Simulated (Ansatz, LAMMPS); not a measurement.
# Site preference of B in place of C in annealed Voronoi polycrystal of C with 5 % Si on C sites (3 grains at the start) (194 atoms), part 2 of 3

At which site of annealed Voronoi polycrystal of C with 5 % Si on C sites (3 grains at the start) (194 atoms) does B in place of C cost least, and what about the site decides it?

Ansatz 0.2.0; Kohn-Sham DFT, PBE, PAW (set soft_2), plane waves.

The cell: 184 C and 10 Si. The network of bonds at the start is that of the classical potential that made the cell. The Brillouin zone is sampled at Γ only, in a cell whose shortest periodic width is 10 Å.

So far. Step 2 (Single point at the start): The r.m.s. force at the start is 1.5 eV/Å. Step 3 (Relaxation): The relaxation converged after 56 steps, 51.1 eV below its start, with a largest force component of 0.046 eV/Å.

## 4. Single point at the relaxed geometry

One more single point at the end of the walk gives the fuller output and checks the residual forces.

Contents of input.yaml:

```yaml
crystal:
  lattice:
    - [13.25235, 0.0, 0.0]
    - [0.0, 10.43381, 0.0]
    - [0.0, 0.0, 11.14608]
  atoms:
    - { symbol: C, position: [0.99006, 0.19812, 0.52375] }
    - { symbol: C, position: [0.91279, 0.56831, 0.06355] }
    - { symbol: C, position: [0.9942, 0.16682, 0.39665] }
    - { symbol: C, position: [0.05542, 0.25031, 0.08442] }
    - { symbol: C, position: [0.9861, 0.56356, 0.64033] }
    - { symbol: C, position: [0.9963, 0.70581, 0.65935] }
    [... 182 atom lines left out ...]
    - { symbol: C, position: [0.42052, 0.93632, 0.59982] }
    - { symbol: C, position: [0.43459, 0.95495, 0.72495] }
    - { symbol: C, position: [0.18734, 0.97516, 0.64561] }
    - { symbol: C, position: [0.43124, 0.04386, 0.51746] }
    - { symbol: C, position: [0.38894, 0.74009, 0.67682] }
    - { symbol: C, position: [0.11828, 0.90908, 0.57529] }
kpoints:
  mp_grid: { grid: [1, 1, 1] }
hamiltonian:
  xc: pbe
scf:
  occupations: { method: fermi_dirac, width: 0.05 }
output:
  forces: true
  stress: true
  populations: true
  dos:
    method: { smearing: { sigma: 0.15 } }
    de: 0.1
    projected: { site_lists: { C: [C], Si: [Si] } }
  eigenvalues: true
  write_density: true
  write_potential: true
  volumetric_format: npy
  elf: true
```

On the command line:

```
ansatz run input.yaml --threads 4 --pin off --max-ram 8192MiB --backend cpu --events-out ev --progress --plain --runs-dir out
```

Numbers of over 12 decimals in the logs are rounded to 6 here.

What it wrote:

```text
[...]
Crystal: 194 atoms, lattice volume = 1541.196 Å³
Basis set: ecut = 420 eV, 30163 PW (Γ), exchange–correlation on 180×144×150 points (8 copies of the dense FFT grid, shifted against one another)
Bands: 582, of which v1, the nominal top of the filled ones, is band 388 counted from 1 (387 counted from 0)
Symmetry: 1 space group operations
[...]
k-points: 1
[...]
SCF iter   1: F=—  HF=-52384.733130 eV  |F-HF|=—  |Δ(HF+E_count)|=         —  Δρ=1.40e-2  dr2=5.28e0  ethr=1.77e-3  ⟨swp⟩=6.0  Hψ=2628  notcnv=0  defer=97
[...]
SCF iter  14: F=-52383.895050 eV  HF=-52383.895050 eV  |F-HF|=2.88e-8  |Δ(HF+E_count)|=   2.85e-9  Δρ=1.32e-6  dr2=3.90e-8  ethr=1.29e-11  ⟨swp⟩=20.0  Hψ=4782  notcnv=0
SCF 1 converged in 14 iterations: F = -52383.895050 eV  dr2 = 3.90e-8
[...]
SCF converged after 14 iterations
Free energy (F): -52383.895050 eV
[...]
Internal energy: -52383.707536 eV  (E = F + TS)
E sigma→0 (E₀):  -52383.801293 eV
Entropy (-TS):   -0.187514 eV (-0.967 meV/atom)
Fermi energy:    9.145185 eV
[...]
--- Forces (eV/Å), atoms counted from 1 ---
  atom   1  C      0.00664249     0.01661105    -0.00546860
  atom   2  C      0.00349021    -0.00596886     0.00112848
  atom   3  C      0.00218111     0.00661258     0.00205500
  atom   4  C     -0.01078149     0.00318056    -0.00322597
  atom   5  C      0.00311375    -0.01338066    -0.00252894
  atom   6  C      0.00763414    -0.00153547    -0.00276686
  atom   7  C     -0.00969333     0.00302564    -0.00320292
  atom   8  C     -0.00321663     0.00597759     0.01321955
  atom   9  C     -0.00929213    -0.00882451    -0.02589639
  atom  10  C      0.00021735    -0.00908125     0.00569642
  atom  11  Si     0.00839058    -0.00070127     0.00525589
  atom  12  C     -0.00529445    -0.00682672    -0.00352409
  atom  13  C     -0.00941231    -0.00311599     0.00265627
  atom  14  C      0.00019966     0.00861725    -0.00563724
[...]
atom 193  C      0.00120621    -0.00823733     0.00571887
  atom 194  C     -0.00224870    -0.00173586    -0.00355442
  max |Σ_I F_I| component: 5.47e-5 eV/Å
--- Stress (GPa, compression-positive) ---
        2.430089      -3.153552       0.860006
       -3.153552       0.933673       7.393035
        0.860007       7.393034      -1.759972
  P = ⅓ Tr σ = 0.5346 GPa (5.346 kbar)
--- Band table (eV) ---
[...]
--- Löwdin populations: 194 sites ---
  site symbol       q [e]
     0      C      3.9375
     1      C      4.1531
     2      C      3.9572
[...]
193      C      3.9813
  spilling = 0.007365 (of n_electrons = 776.000000)
```

Wall time 46 s (4 threads of Intel Xeon Platinum 8259CL at 2.50GHz (Skylake/Cascade Lake), shared host); peak memory 2.6 GiB; 2.9 min of CPU time.

The run gave:

- free energy: -52383.8951 eV
- free energy per atom: -270.0201 eV/atom
- SCF cycles: 14
- pressure: 0.5346 GPa
- r.m.s. force component: 0.00884 eV/Å
- longest force: 0.04697 eV/Å
- Fermi energy: 9.145 eV
- levels partly filled by over 2 per cent: 4
- spilling of the projection: 0.007365

Löwdin charges by element and coordination (they lack the spilled electrons, 0.029 e an atom on average):

```tsv
element	coordination	atoms	mean charge (e)	spread	least	most
C	all	184	-0.0238	0.108	-0.440	0.0921
C	2	1	-0.0448	0	-0.0448	-0.0448
C	3	116	-0.0137	0.103	-0.331	0.0921
C	4	67	-0.0412	0.115	-0.440	0.0694
Si	all	10	1.01	0.0575	0.898	1.09
Si	3	1	0.962	0	0.962	0.962
Si	4	8	1.02	0.06	0.898	1.09
Si	5	1	0.977	0	0.977	0.977
```

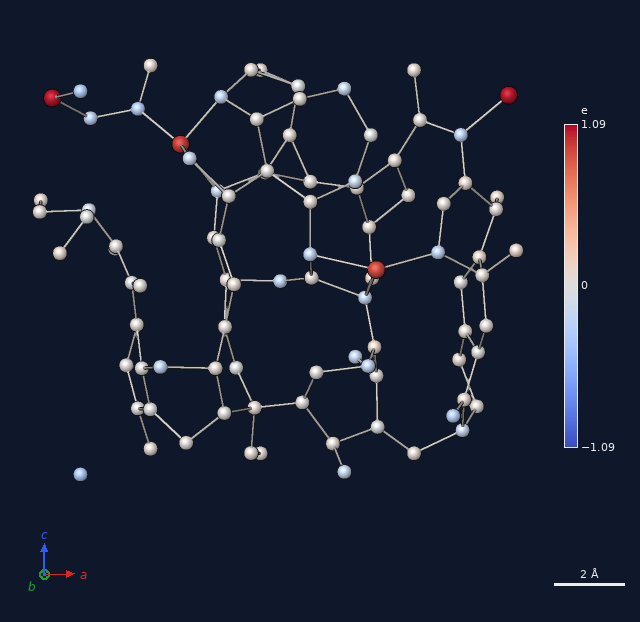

Atoms coloured by Löwdin charge. Drawn is a slice 4 Å thick, seen along the normal of the ac plane. Bonds to atoms that aren't drawn are left out.

States in the cell by windows of 1 eV, zero at the Fermi level; the larger projections on atomic orbitals stand beside the total:

```tsv
from (eV)	to (eV)	total	C p	C s
-18	-17	25.6	8.4	16.4
-17	-16	29.4	11.0	17.5
-16	-15	29.2	11.9	16.4
-15	-14	30.9	13.8	15.9
-14	-13	25.2	13.0	11.4
-13	-12	30.5	17.5	11.8
-12	-11	34.3	22.5	10.5
-11	-10	37.8	26.5	9.3
-10	-9	43.1	33.9	7.1
-9	-8	48.6	40.3	5.9
-8	-7	55.5	48.1	5.2
-7	-6	63.4	56.2	4.6
-6	-5	61.7	55.1	3.7
-5	-4	56.2	50.2	2.8
-4	-3	52.3	46.3	2.4
-3	-2	46.7	41.5	2.1
-2	-1	36.0	32.4	1.7
-1	0	24.4	21.9	1.3
0	1	22.1	19.4	1.2
1	2	25.8	21.8	1.8
2	3	34.4	27.0	3.0
3	4	35.1	24.9	4.1
4	5	38.0	24.4	5.6
```

Between -21 and -18 eV lie 46 more states.

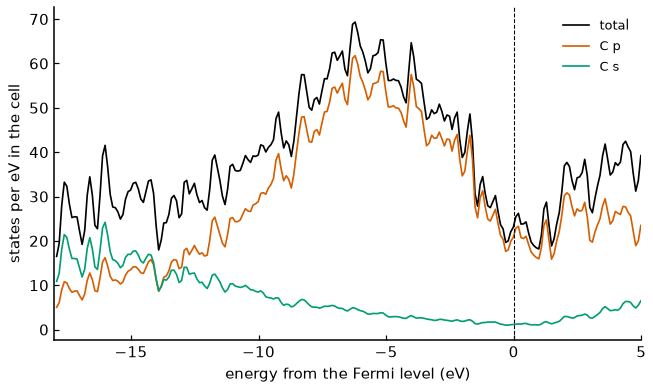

Total and projected density of states, with the broadening of the input.

The levels nearest the highest filled one (over half full), pooled over k-points and spins:

```tsv
level less the highest filled one (eV)	occupation
-0.438	2
-0.391	2
-0.325	2.00
-0.151	1.96
-0.107	1.91
0	1.41
0.0954	0.525
0.172	0.144
0.245	0.035
0.281	0.017
0.436	0.001
0.482	0
```

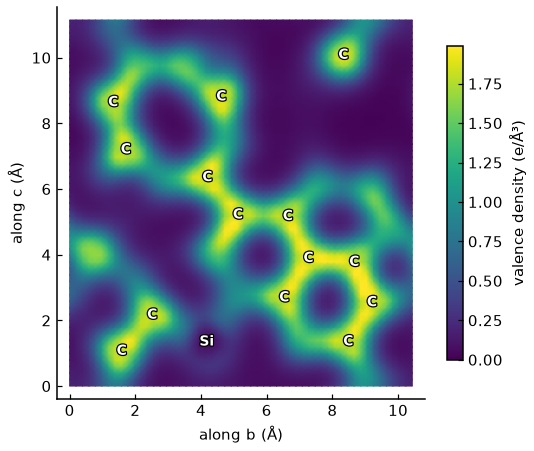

Valence density in the bc plane at fractional x = 0.192, with atoms of C and Si within 0.2 Å of it. It is the smooth field of the valence electrons, not physical close to the nuclei. The map starts off the cell's origin, so that atoms lie inside it.

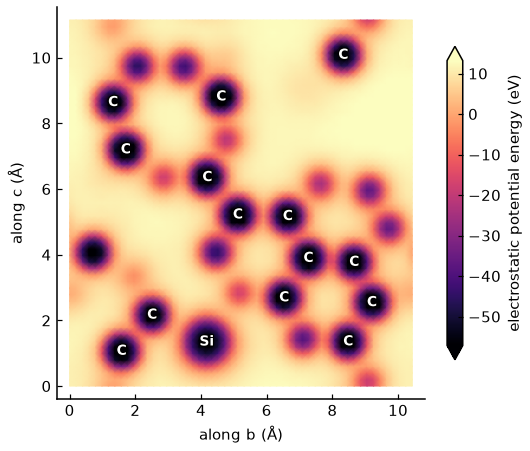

Electrostatic potential energy in the bc plane at fractional x = 0.192, with atoms of C and Si within 0.2 Å of it. With pseudopotentials it is smooth inside the atoms' cores, unlike the true potential. The map starts off the cell's origin, so that atoms lie inside it.

Counting bands leaves a spacing of only 0.095 eV (at Γ alone), which the smearing bridges: 4 levels are partly filled by over 2 %, so a gap, if any, is small at this level. Mean Löwdin charges: C -0.02, Si +1.01 e (they miss 0.74 % of the electrons, so they add up to more than the cell's charge). Within 0.4 eV of the Fermi level the largest share is C p (91 % of the projected weight).

## 5. B on a site of C, site C40

The site has 2 bonded neighbours (C2) at 1.35 Å on average, by cutoffs that count no bonds between two metal atoms or like ions. The change is made in the relaxed cell and the atoms are relaxed again.

Contents of input.yaml:

```yaml
crystal:
  lattice:
    - [13.25235, 0.0, 0.0]
    - [0.0, 10.43381, 0.0]
    - [0.0, 0.0, 11.14608]
  atoms:
    [... atom lines 1 to 36 left out ...]
    - { symbol: C, position: [0.91322, 0.70799, 0.23668] }
    - { symbol: C, position: [0.7174, 0.61968, 0.4578] }
    - { symbol: C, position: [0.91284, 0.63843, 0.44441] }
    - { symbol: B, position: [0.83626, 0.90312, 0.18304] }
    - { symbol: C, position: [0.87435, 0.83051, 0.27336] }
    - { symbol: Si, position: [0.71104, 0.33059, 0.50373] }
    - { symbol: C, position: [0.67032, 0.23387, 0.36197] }
    [... atom lines 44 to 194 left out ...]
kpoints:
  mp_grid: { grid: [1, 1, 1] }
hamiltonian:
  xc: pbe
scf:
  occupations: { method: fermi_dirac, width: 0.05 }
output:
  forces: true
  eigenvalues: true
relax:
  f_tol: 0.05
  max_steps: 90
```

What it wrote:

```text
[...]
Crystal: 194 atoms, lattice volume = 1541.196 Å³
Basis set: ecut = 420 eV, 30163 PW (Γ), exchange–correlation on 180×144×150 points (8 copies of the dense FFT grid, shifted against one another)
Bands: 582, of which v1, the nominal top of the filled ones, is band 388 counted from 1 (387 counted from 0)
Symmetry: 1 space group operations
[...]
k-points: 1
[...]
SCF iter   1: F=—  HF=-52289.682958 eV  |F-HF|=—  |Δ(HF+E_count)|=         —  Δρ=1.39e-2  dr2=5.35e0  ethr=1.77e-3  ⟨swp⟩=6.0  Hψ=2641  notcnv=0  defer=101
[...]
SCF iter   7: F=—  HF=-52288.842834 eV  |F-HF|=—  |Δ(HF+E_count)|=   6.42e-5  Δρ=9.34e-5  dr2=1.89e-4  ethr=1.11e-7  ⟨swp⟩=2.0  Hψ=700  notcnv=0  defer=169
SCF iter   8: F=-52288.842784 eV  HF=-52288.842817 eV  |F-HF|=3.33e-5  |Δ(HF+E_count)|=   1.70e-5  Δρ=4.62e-5  dr2=4.50e-5  ethr=8.06e-9  ⟨swp⟩=14.0  Hψ=3623  notcnv=0
SCF 1 converged in 8 iterations: F = -52288.842784 eV  dr2 = 4.50e-5
[...]
relax step   1: F+E_penalty+E_count = -52288.84278381 eV  Δ(F+E_penalty+E_count) = +0.000e0 eV  max|allowed force component| = 5.259e0 eV/Å  Δτ_max = 0.0000 Å  (8 SCF iters, dr2 threshold 6.25e-5 eV, accepted)
[...]
relax step   2: F+E_penalty+E_count = -52289.30731197 eV  Δ(F+E_penalty+E_count) = -4.645e-1 eV  max|allowed force component| = 2.035e0 eV/Å  Δτ_max = 0.0668 Å  (5 SCF iters, dr2 threshold 1.00e-4 eV, accepted)
[...]
relax step   3: F+E_penalty+E_count = -52289.40651803 eV  Δ(F+E_penalty+E_count) = -9.921e-2 eV  max|allowed force component| = 2.251e-1 eV/Å  Δτ_max = 0.0639 Å  (5 SCF iters, dr2 threshold 1.00e-4 eV, accepted)
relax step   4: F+E_penalty+E_count = -52289.41408306 eV  Δ(F+E_penalty+E_count) = -7.565e-3 eV  max|allowed force component| = 1.105e-1 eV/Å  Δτ_max = 0.0192 Å  (6 SCF iters, dr2 threshold 3.17e-6 eV, accepted)
relax step   5: F+E_penalty+E_count = -52289.41748736 eV  Δ(F+E_penalty+E_count) = -3.404e-3 eV  max|allowed force component| = 1.111e-1 eV/Å  Δτ_max = 0.0132 Å  (8 SCF iters, accepted)
relax step   6: F+E_penalty+E_count = -52289.41962459 eV  Δ(F+E_penalty+E_count) = -2.137e-3 eV  max|allowed force component| = 6.028e-2 eV/Å  Δτ_max = 0.0147 Å  (5 SCF iters, dr2 threshold 2.98e-6 eV, accepted)
[...]
relax step   7: F+E_penalty+E_count = -52289.42043742 eV  Δ(F+E_penalty+E_count) = -8.128e-4 eV  max|allowed force component| = 2.196e-2 eV/Å  Δτ_max = 0.0103 Å  (7 SCF iters, accepted)
SCF converged after 7 iterations
Free energy (F): -52289.420437 eV
[...]
Internal energy: -52289.255548 eV  (E = F + TS)
E sigma→0 (E₀):  -52289.337992 eV
Entropy (-TS):   -0.164890 eV (-0.850 meV/atom)
Fermi energy:    9.123800 eV
[...]
Σ components = -52289.420437   (vs F -52289.420437, Δ=0.00e0)
--- Forces (eV/Å), atoms counted from 1 ---
  atom   1  C     -0.00154418     0.00507635     0.00289454
  atom   2  C      0.00035579     0.00144028     0.00028717
  atom   3  C     -0.00110636    -0.00482279     0.00200464
  atom   4  C     -0.00487454    -0.00743661     0.00061049
[...]
atom 194  C      0.00052420     0.00060746     0.00332951
  max |Σ_I F_I| component: 7.64e-5 eV/Å
--- Band table (eV) ---
[...]
--- Relaxed structure (7 steps of the walk, 7 accepted, 0 SCFs on fresh bases) ---
  F+E_penalty+E_count = -52289.42043742 eV   max|allowed force component| = 2.196e-2 eV/Å
  atoms:
    - { symbol: C, position: [0.990870, 0.196807, 0.523271] }
    - { symbol: C, position: [0.912493, 0.569144, 0.065105] }
    - { symbol: C, position: [0.994202, 0.164902, 0.396440] }
    - { symbol: C, position: [0.055472, 0.250066, 0.084818] }
[...]
- { symbol: C, position: [0.118454, 0.908189, 0.575792] }
```

It took 3.1 min on 4 threads; peak memory 2.6 GiB; 11 min of CPU time.

The relaxation converged after 7 steps, 0.578 eV below its start, with a largest force component of 0.022 eV/Å.

Local excerpt of 10 atoms (numbers count through the whole input) about the B atom, after relaxation; x, y, z are measured from there.

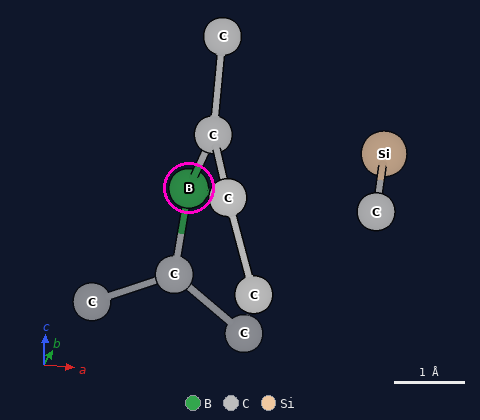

The atoms of the table, within 2.9 Å (arrows a, b, c point along x, y, z); some may hide others; the central atom is ringed.

```tsv
atom	x	y	z	distance (Å)	bonds
B40	0.00	0.00	0.00	0.00	2
C168	-0.20	0.18	-1.41	1.43	3
C41	0.48	-0.75	1.15	1.45	3
C37	0.99	-1.99	0.70	2.33	3
C169	-1.44	0.43	-2.07	2.55	3
C171	0.74	0.71	-2.39	2.60	3
C186	0.50	-0.44	2.54	2.63	3
C52	1.47	-2.17	-0.66	2.70	3
C105	2.85	-0.47	0.16	2.89	3
Si55	2.56	1.29	0.37	2.89	4
```

The column of bonds counts only the pairs C-C within 1.85 Å, C-Si within 2.23 Å, C-B within 1.88 Å; other neighbours, such as metal atoms beside each other in a compound, aren't counted, and periodic images can show an atom twice.

The largest move is 0.16 Å, by C168.

## 6. B on a site of C, site C66

The site has 4 bonded neighbours (C4) at 1.67 Å on average. 

input.yaml, the sections that differ from step 5:

```yaml
crystal:
  lattice:
    - [13.25235, 0.0, 0.0]
    - [0.0, 10.43381, 0.0]
    - [0.0, 0.0, 11.14608]
  atoms:
    [... atom lines 1 to 62 left out ...]
    - { symbol: C, position: [0.09074, 0.76608, 0.59137] }
    - { symbol: C, position: [0.15833, 0.68702, 0.53345] }
    - { symbol: C, position: [0.38556, 0.81087, 0.5685] }
    - { symbol: B, position: [0.35151, 0.75061, 0.44568] }
    - { symbol: C, position: [0.50293, 0.01738, 0.41395] }
    - { symbol: C, position: [0.50555, 0.88888, 0.34516] }
    - { symbol: C, position: [0.37798, 0.60027, 0.68953] }
    [... atom lines 70 to 194 left out ...]
# kpoints, hamiltonian, scf, output, relax: as in step 5
```

What it wrote:

```text
[...]
Crystal: 194 atoms, lattice volume = 1541.196 Å³
Basis set: ecut = 420 eV, 30163 PW (Γ), exchange–correlation on 180×144×150 points (8 copies of the dense FFT grid, shifted against one another)
Bands: 582, of which v1, the nominal top of the filled ones, is band 388 counted from 1 (387 counted from 0)
Symmetry: 1 space group operations
[...]
k-points: 1
[...]
SCF iter   1: F=—  HF=-52291.038225 eV  |F-HF|=—  |Δ(HF+E_count)|=         —  Δρ=1.39e-2  dr2=5.49e0  ethr=1.77e-3  ⟨swp⟩=6.0  Hψ=2626  notcnv=0  defer=99
[...]
SCF iter   8: F=—  HF=-52290.232965 eV  |F-HF|=—  |Δ(HF+E_count)|=   2.81e-5  Δρ=5.45e-5  dr2=6.58e-5  ethr=3.66e-8  ⟨swp⟩=3.0  Hψ=890  notcnv=0  defer=173
SCF iter   9: F=-52290.232946 eV  HF=-52290.232959 eV  |F-HF|=1.34e-5  |Δ(HF+E_count)|=   5.97e-6  Δρ=2.74e-5  dr2=1.75e-5  ethr=8.06e-9  ⟨swp⟩=15.0  Hψ=3259  notcnv=0
SCF 1 converged in 9 iterations: F = -52290.232946 eV  dr2 = 1.75e-5
[...]
relax step   1: F+E_penalty+E_count = -52290.23294553 eV  Δ(F+E_penalty+E_count) = +0.000e0 eV  max|allowed force component| = 1.289e0 eV/Å  Δτ_max = 0.0000 Å  (9 SCF iters, dr2 threshold 6.25e-5 eV, accepted)
[...]
relax step   2: F+E_penalty+E_count = -52290.42060613 eV  Δ(F+E_penalty+E_count) = -1.877e-1 eV  max|allowed force component| = 7.122e-1 eV/Å  Δτ_max = 0.0683 Å  (5 SCF iters, dr2 threshold 1.00e-4 eV, accepted)
[...]
relax step   3: F+E_penalty+E_count = -52290.47495780 eV  Δ(F+E_penalty+E_count) = -5.435e-2 eV  max|allowed force component| = 2.008e-1 eV/Å  Δτ_max = 0.0279 Å  (6 SCF iters, dr2 threshold 3.17e-5 eV, accepted)
relax step   4: F+E_penalty+E_count = -52290.48450611 eV  Δ(F+E_penalty+E_count) = -9.548e-3 eV  max|allowed force component| = 1.401e-1 eV/Å  Δτ_max = 0.0129 Å  (6 SCF iters, dr2 threshold 3.20e-6 eV, accepted)
relax step   5: F+E_penalty+E_count = -52290.48931052 eV  Δ(F+E_penalty+E_count) = -4.804e-3 eV  max|allowed force component| = 7.734e-2 eV/Å  Δτ_max = 0.0142 Å  (8 SCF iters, accepted)
[...]
relax step   6: F+E_penalty+E_count = -52290.49142818 eV  Δ(F+E_penalty+E_count) = -2.118e-3 eV  max|allowed force component| = 3.581e-2 eV/Å  Δτ_max = 0.0132 Å  (8 SCF iters, accepted)
SCF converged after 8 iterations
Free energy (F): -52290.491428 eV
[...]
Internal energy: -52290.309356 eV  (E = F + TS)
E sigma→0 (E₀):  -52290.400392 eV
Entropy (-TS):   -0.182072 eV (-0.939 meV/atom)
Fermi energy:    9.085138 eV
[...]
Σ components = -52290.491428   (vs F -52290.491428, Δ=0.00e0)
--- Forces (eV/Å), atoms counted from 1 ---
  atom   1  C      0.00032250    -0.00760135    -0.00033471
  atom   2  C      0.00192188     0.00093745    -0.00266999
  atom   3  C     -0.00160097     0.00099663    -0.00372226
  atom   4  C      0.00183441    -0.00198830     0.00429525
[...]
atom 194  C      0.00048994    -0.00380911     0.00766835
  max |Σ_I F_I| component: 1.31e-4 eV/Å
--- Band table (eV) ---
[...]
--- Relaxed structure (6 steps of the walk, 6 accepted, 0 SCFs on fresh bases) ---
  F+E_penalty+E_count = -52290.49142818 eV   max|allowed force component| = 3.581e-2 eV/Å
  atoms:
    - { symbol: C, position: [0.991058, 0.198027, 0.523370] }
    - { symbol: C, position: [0.913182, 0.568384, 0.063461] }
    - { symbol: C, position: [0.995180, 0.166848, 0.396469] }
    - { symbol: C, position: [0.055898, 0.251173, 0.084212] }
[...]
- { symbol: C, position: [0.117076, 0.911015, 0.575104] }
```

It took 3 min on 4 threads; peak memory 2.6 GiB.

The relaxation converged after 6 steps, 0.258 eV below its start, with a largest force component of 0.036 eV/Å.

## 7. B on a site of C, site C160

The site has 3 bonded neighbours (C3) at 1.44 Å on average. 

Input and log are left out; they have the form of those shown for this kind of step.

Run time: 5.4 min. Hardware: 4 threads of Intel Xeon Platinum 8259CL at 2.50GHz (Skylake/Cascade Lake), shared host; peak memory 2.6 GiB.

The relaxation converged after 7 steps, 0.514 eV below its start, with a largest force component of 0.032 eV/Å.

(Part 2 of 3 ends here.)

[Logs are printed without paths, hosts, clocks, repeated set-up lines and the standing remarks that a program may print on its own settings, such as how far it seeks lower states.]

[Hosts, paths, dates, database ids (printed as entryN), source tags and the programs' standing remarks are cut or masked in the printed files.]
